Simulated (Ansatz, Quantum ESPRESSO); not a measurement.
# RbCaBr3 (Pm-3m): modes at Γ and the response to a field

Wanted: the vibrations of RbCaBr3 (Pm-3m) at Γ, by two programs.

Method: DFT LDA, scalar-relativistic, plane waves, PseudoDojo norm-conserving pseudopotentials, in Quantum ESPRESSO 7.5.

## 1. The structure

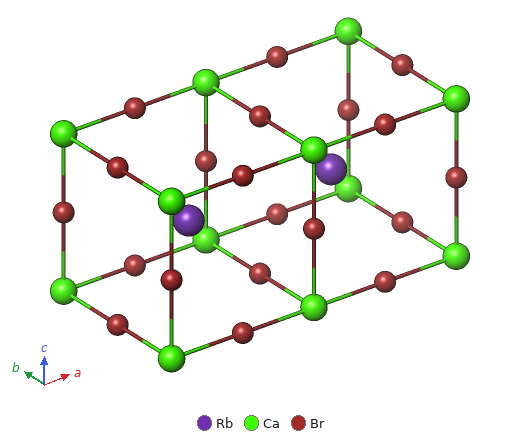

Start, viewed from a free direction; rubidium purple, calcium green, bromine red. 2×1×1 cells are drawn. Some periodic images of atoms are drawn too.

## 2. A probe with smearing

A cheap run with smearing and empty bands tells whether the crystal has a gap, which decides between fixed occupations and smearing later on.

The input, probe.in:

```
&control
   calculation = 'scf'
   prefix = 'x'
   outdir = './tmp'
   pseudo_dir = './pseudo'
   tprnfor = .true.
   tstress = .true.
   verbosity = 'high'
/
&system
   ibrav = 0
   nat = 5
   ntyp = 3
   ecutwfc = 60.0
   occupations = 'smearing'
   smearing = 'gaussian'
   degauss = 0.01
/
&electrons
   conv_thr = 1.0d-07
   mixing_beta = 0.7
   electron_maxstep = 100
/
ATOMIC_SPECIES
 Rb     85.4678  Rb.upf
 Ca     40.0780  Ca.upf
 Br     79.9040  Br.upf
CELL_PARAMETERS angstrom
     5.736690000    0.000000000    0.000000000
     0.000000000    5.736690000    0.000000000
     0.000000000    0.000000000    5.736690000
ATOMIC_POSITIONS crystal
 Rb     0.500000000   0.500000000   0.500000000
 Ca     0.000000000   0.000000000   0.000000000
 Br     0.500000000   0.000000000   0.000000000
 Br     0.000000000   0.500000000   0.000000000
 Br     0.000000000   0.000000000   0.500000000
K_POINTS automatic
 4 4 4 0 0 0
```

The run is started by

```sh
> OMP_NUM_THREADS=1 mpirun -n 4 pw.x -nk 4 -in probe.in > probe.out
```

Output:

```text
[banners, grids, parts of the stress and lines that vanish by symmetry left out]
Program PWSCF v.7.5
     Message from routine setup:
     using ibrav=0 with symmetry is DISCOURAGED, use correct ibrav instead
[...]
kinetic-energy cutoff     =      60.0000  Ry
     charge density cutoff     =     240.0000  Ry
     scf convergence threshold =      1.0E-07
[...]
Exchange-correlation= SLA  PW   NOGX NOGC
                           (   1   4   0   0   0   0   0)
[...]
48 Sym. Ops., with inversion, found
[...]
(     0          1          0      )
                  (     0          0          1      )
[...]
(  0.0000000  1.0000000  0.0000000 )
                  (  0.0000000  0.0000000  1.0000000 )
[...]
(     0         -1          0      )
                  (     0          0          1      )
[...]
number of k points=    10  Gaussian smearing, width (Ry)=  0.0100
[...]
c_bands:  1 eigenvalues not converged
[...]
c_bands:  1 eigenvalues not converged
[...]
End of self-consistent calculation
[...]
the Fermi energy is     3.0653 ev
!    total energy              =    -226.95845509 Ry
[...]
convergence has been achieved in   6 iterations
[...]
atom    1 type  1   force =     0.00000000    0.00000000    0.00000000
     atom    2 type  2   force =     0.00000000    0.00000000    0.00000000
     atom    3 type  3   force =     0.00000000    0.00000000    0.00000000
     atom    4 type  3   force =     0.00000000    0.00000000    0.00000000
     atom    5 type  3   force =     0.00000000    0.00000000    0.00000000
[...]
Total force =     0.000000     Total SCF correction =     0.000000
[...]
total   stress  (Ry/bohr**3)                   (kbar)     P=      -25.00
[...]
XML data file, charge density, pseudopotentials, collected wavefunctions

   JOB DONE.
```

It took 13 s on 4 MPI ranks of Arm Neoverse V1, shared host; 52 s of CPU time.

This step gave:

- volume per atom: 37.76 Å³
- pressure: -2.5 GPa
- gap on the k-mesh: 3.675 eV

A gap of 3.7 eV opens on this mesh, so the crystal is taken as an insulator; the start stands at -2.5 GPa.

## 3. Relaxation

Frequencies change by per cents with a per cent of volume, so the structure is first brought to rest at this level of theory.

relax.in, as its differences from probe.in of step 2:

```diff
@@ -1,3 +1,3 @@
 &control
-   calculation = 'scf'
+   calculation = 'vc-relax'
    prefix = 'x'
@@ -7,3 +7,5 @@
    tstress = .true.
-   verbosity = 'high'
+   forc_conv_thr = 2.0d-05
+   etot_conv_thr = 1.0d-07
+   nstep = 40
 /
@@ -14,10 +16,14 @@
    ecutwfc = 60.0
-   occupations = 'smearing'
-   smearing = 'gaussian'
-   degauss = 0.01
+   occupations = 'fixed'
+   nbnd = 22
 /
 &electrons
-   conv_thr = 1.0d-07
+   conv_thr = 1.0d-11
    mixing_beta = 0.7
    electron_maxstep = 100
+/
+&ions
+/
+&cell
+   press_conv_thr = 0.1
 /
```

The run is started by

```sh
> OMP_NUM_THREADS=1 mpirun -n 4 pw.x -nk 4 -in relax.in > relax.out
```

Output:

```text
[banners, grids, parts of the stress and lines that vanish by symmetry left out]
[banner, memory and clock lines left out]
Program PWSCF v.7.5

[...]
kinetic-energy cutoff     =      60.0000  Ry
     charge density cutoff     =     240.0000  Ry
     scf convergence threshold =      1.0E-11
[...]
energy convergence thresh.=      1.0E-07
     force convergence thresh. =      2.0E-05
     press convergence thresh. =      1.0E-01
     Exchange-correlation= SLA  PW   NOGX NOGC
                           (   1   4   0   0   0   0   0)
[...]
48 Sym. Ops., with inversion, found
[...]
number of k points=    10
[...]
c_bands:  1 eigenvalues not converged
[...]
End of self-consistent calculation
[...]
highest occupied, lowest unoccupied level (ev):     1.3819    5.0569
!    total energy              =    -226.95845510 Ry
[...]
convergence has been achieved in  10 iterations
[...]
atom    1 type  1   force =     0.00000000    0.00000000    0.00000000
     atom    2 type  2   force =     0.00000000    0.00000000    0.00000000
     atom    3 type  3   force =     0.00000000    0.00000000    0.00000000
     atom    4 type  3   force =     0.00000000    0.00000000    0.00000000
     atom    5 type  3   force =     0.00000000    0.00000000    0.00000000
     Total force =     0.000000     Total SCF correction =     0.000000
[...]
total   stress  (Ry/bohr**3)                   (kbar)     P=      -24.93
[...]
number of bfgs steps    =   0
[...]
CELL_PARAMETERS (angstrom)
[...]
ATOMIC_POSITIONS (crystal)
Rb               0.5000000000        0.5000000000        0.5000000000
Ca               0.0000000000        0.0000000000        0.0000000000
Br               0.5000000000        0.0000000000        0.0000000000
Br               0.0000000000        0.5000000000        0.0000000000
[...]
New effective cutoffs (rho, wfc):  241.89   60.49
[...]
End of self-consistent calculation
[...]
highest occupied, lowest unoccupied level (ev):     1.4783    5.1764
!    total energy              =    -226.96108471 Ry
[...]
convergence has been achieved in   7 iterations
[...]
atom    1 type  1   force =     0.00000000    0.00000000    0.00000000
     atom    2 type  2   force =     0.00000000    0.00000000    0.00000000
     atom    3 type  3   force =     0.00000000    0.00000000    0.00000000
     atom    4 type  3   force =     0.00000000    0.00000000    0.00000000
     atom    5 type  3   force =     0.00000000    0.00000000    0.00000000
     Total force =     0.000000     Total SCF correction =     0.000000
[...]
total   stress  (Ry/bohr**3)                   (kbar)     P=      -23.04
[...]
number of bfgs steps    =   1
[...]
WARNING: bfgs curvature condition failed, Theta= 0.873
[...]
CELL_PARAMETERS (angstrom)
[...]
ATOMIC_POSITIONS (crystal)
[...]
New effective cutoffs (rho, wfc):  245.01   61.27
[...]
End of self-consistent calculation
[...]
highest occupied, lowest unoccupied level (ev):     1.6265    5.3595
!    total energy              =    -226.96458529 Ry
[...]
convergence has been achieved in   9 iterations
[...]
atom    1 type  1   force =     0.00000000    0.00000000    0.00000000
     atom    2 type  2   force =     0.00000000    0.00000000    0.00000000
[...]
Total force =     0.000000     Total SCF correction =     0.000000
[...]
total   stress  (Ry/bohr**3)                   (kbar)     P=       -5.03
[...]
number of bfgs steps    =   4
[...]
CELL_PARAMETERS (angstrom)
[...]
ATOMIC_POSITIONS (crystal)
[...]
New effective cutoffs (rho, wfc):  261.10   65.30
[...]
highest occupied, lowest unoccupied level (ev):     2.4175    6.3212
!    total energy              =    -226.97267423 Ry
[...]
convergence has been achieved in   8 iterations
[...]
Total force =     0.000000     Total SCF correction =     0.000000
[...]
total   stress  (Ry/bohr**3)                   (kbar)     P=        0.65
[...]
number of bfgs steps    =   5
[...]
CELL_PARAMETERS (angstrom)
[...]
ATOMIC_POSITIONS (crystal)
[...]
New effective cutoffs (rho, wfc):  260.66   65.19
[...]
highest occupied, lowest unoccupied level (ev):     2.3953    6.2945
!    total energy              =    -226.97268029 Ry
[...]
convergence has been achieved in   8 iterations
[...]
Total force =     0.000000     Total SCF correction =     0.000000
[...]
total   stress  (Ry/bohr**3)                   (kbar)     P=       -0.02
[...]
number of bfgs steps    =   6
[...]
CELL_PARAMETERS (angstrom)
[...]
ATOMIC_POSITIONS (crystal)
[...]
New effective cutoffs (rho, wfc):  260.68   65.19
[...]
End of self-consistent calculation
[...]
highest occupied, lowest unoccupied level (ev):     2.3961    6.2954
!    total energy              =    -226.97268029 Ry
[...]
convergence has been achieved in   5 iterations
[...]
atom    3 type  3   force =     0.00000000    0.00000000    0.00000000
     atom    4 type  3   force =     0.00000000    0.00000000    0.00000000
     atom    5 type  3   force =     0.00000000    0.00000000    0.00000000
     Total force =     0.000000     Total SCF correction =     0.000000
[...]
total   stress  (Ry/bohr**3)                   (kbar)     P=       -0.00
[...]
bfgs converged in   8 scf cycles and   7 bfgs steps
[...]
End of BFGS Geometry Optimization
     Final enthalpy           =    -226.9726802946 Ry
     File ./tmp/x.bfgs deleted, as requested
[...]
CELL_PARAMETERS (angstrom)
[...]
ATOMIC_POSITIONS (crystal)
[...]
Br               0.0000000000        0.5000000000        0.0000000000
Br               0.0000000000        0.0000000000        0.5000000000
[...]
Final scf calculation at the relaxed structure.
[...]
kinetic-energy cutoff     =      60.0000  Ry
     charge density cutoff     =     240.0000  Ry
     scf convergence threshold =      1.0E-13
[...]
press convergence thresh. =      1.0E-01
     Exchange-correlation= SLA  PW   NOGX NOGC
                           (   1   4   0   0   0   0   0)
[...]
48 Sym. Ops., with inversion, found
[...]
number of k points=    10
[...]
c_bands:  1 eigenvalues not converged
     c_bands:  2 eigenvalues not converged
     c_bands:  2 eigenvalues not converged
[...]
End of self-consistent calculation
[...]
highest occupied, lowest unoccupied level (ev):     2.3961    6.2954
!    total energy              =    -226.97246846 Ry
[...]
convergence has been achieved in  10 iterations
[...]
atom    1 type  1   force =     0.00000000    0.00000000    0.00000000
     atom    2 type  2   force =     0.00000000    0.00000000    0.00000000
     atom    3 type  3   force =     0.00000000    0.00000000    0.00000000
     atom    4 type  3   force =     0.00000000    0.00000000    0.00000000
     atom    5 type  3   force =     0.00000000    0.00000000    0.00000000
     Total force =     0.000000     Total SCF correction =     0.000000
[...]
total   stress  (Ry/bohr**3)                   (kbar)     P=       -0.28
[...]
XML data file, charge density, pseudopotentials, collected wavefunctions
```

It took 2 min on 4 MPI ranks; 7.9 min of CPU time.

Relaxation path:

```tsv
step	energy less that of the first step (eV)	largest force (eV/Å)	pressure (GPa)	volume (Å³)
1	0.0000	0.0000	-2.49	188.79
2	-0.0358	0.0000	-2.30	186.40
3	-0.0834	0.0000	-1.99	182.86
4	-0.1402	0.0000	-1.47	177.62
5	-0.1882	0.0000	-0.50	169.96
6	-0.1935	0.0000	0.07	166.22
7	-0.1935	0.0000	0.00	166.64
8	-0.1935	0.0000	0.00	166.62
9	-0.1907	0.0000	-0.03	166.62
```

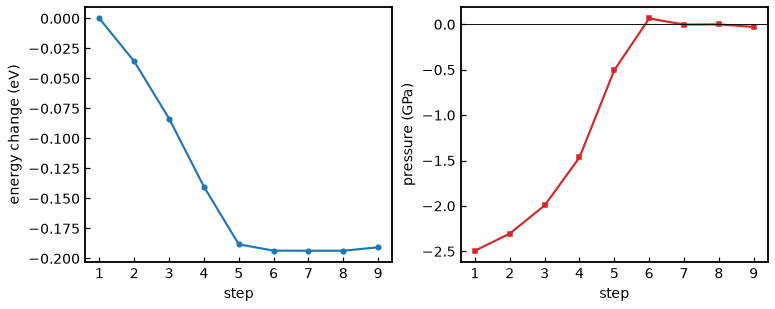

Energy and pressure along the relaxation.

```tsv
conventional cell, symmetrised	before	after	change
a (Å)	5.737	5.503	-4.1 %
b (Å)	5.737	5.503	-4.1 %
c (Å)	5.737	5.503	-4.1 %
volume (Å³/atom)	37.76	33.32	-11.7 %
```

The last row of the table of steps is pw.x's closing run on a basis chosen anew for the final cell, so its energy can jump.

This step gave:

```
volume per atom   : 33.32 Å³
pressure          : -0.02800 GPa
gap on the k-mesh : 3.899 eV
```

The volume changes by -11.7 % from the cell with which this run began.

## 4. Self-consistent run for the response

Perturbation theory inherits every error of the wavefunctions, so the threshold is set near the limit of the arithmetic. With a gap, occupations are fixed, which also allows the response to an electric field.

The input, scf.in:

```
&control
   calculation = 'scf'
   prefix = 'x'
   outdir = './tmp'
   pseudo_dir = './pseudo'
   tprnfor = .true.
   tstress = .true.
/
&system
   ibrav = 0
   nat = 5
   ntyp = 3
   ecutwfc = 60.0
   occupations = 'fixed'
   nbnd = 22
/
&electrons
   conv_thr = 1.0d-12
   mixing_beta = 0.7
   electron_maxstep = 100
/
ATOMIC_SPECIES
 Rb     85.4678  Rb.upf
 Ca     40.0780  Ca.upf
 Br     79.9040  Br.upf
CELL_PARAMETERS angstrom
     5.502719050    0.000000000    0.000000000
     0.000000000    5.502719050    0.000000000
     0.000000000    0.000000000    5.502719050
ATOMIC_POSITIONS crystal
 Rb     0.500000000   0.500000000   0.500000000
 Ca     0.000000000   0.000000000   0.000000000
 Br     0.500000000   0.000000000   0.000000000
 Br     0.000000000   0.500000000   0.000000000
 Br     0.000000000   0.000000000   0.500000000
K_POINTS automatic
 4 4 4 0 0 0
```

The run is started by

```sh
> OMP_NUM_THREADS=1 mpirun -n 4 pw.x -nk 4 -in scf.in > scf.out
```

Output:

```text
[banners, grids, parts of the stress and lines that vanish by symmetry left out]
[banner, memory and clock lines left out]
Program PWSCF v.7.5

[...]
kinetic-energy cutoff     =      60.0000  Ry
     charge density cutoff     =     240.0000  Ry
     scf convergence threshold =      1.0E-12
[...]
Exchange-correlation= SLA  PW   NOGX NOGC
                           (   1   4   0   0   0   0   0)
[...]
48 Sym. Ops., with inversion, found
[...]
number of k points=    10
[...]
c_bands:  1 eigenvalues not converged
[...]
End of self-consistent calculation
[...]
highest occupied, lowest unoccupied level (ev):     2.3961    6.2954
!    total energy              =    -226.97246846 Ry
[...]
convergence has been achieved in  11 iterations
[...]
atom    1 type  1   force =     0.00000000    0.00000000    0.00000000
     atom    2 type  2   force =     0.00000000    0.00000000    0.00000000
     atom    3 type  3   force =     0.00000000    0.00000000    0.00000000
     atom    4 type  3   force =     0.00000000    0.00000000    0.00000000
     atom    5 type  3   force =     0.00000000    0.00000000    0.00000000
     Total force =     0.000000     Total SCF correction =     0.000000
[...]
total   stress  (Ry/bohr**3)                   (kbar)     P=       -0.28
[...]
XML data file, charge density, pseudopotentials, collected wavefunctions
```

Wall time 19 s (4 MPI ranks); 74 s of CPU time.

The cell stands at -0.028 GPa, close enough for phonons.

[end of part 1 of 3]

[Host names and launcher messages were left out of these logs when they were recorded.]

[Logs are printed without paths, hosts, clocks, repeated set-up lines and the standing remarks that a program may print on its own settings, such as how far it seeks lower states.]

[Hosts, paths, dates, database ids (printed as entryN), source tags and the programs' standing remarks are cut or masked in the printed files.]
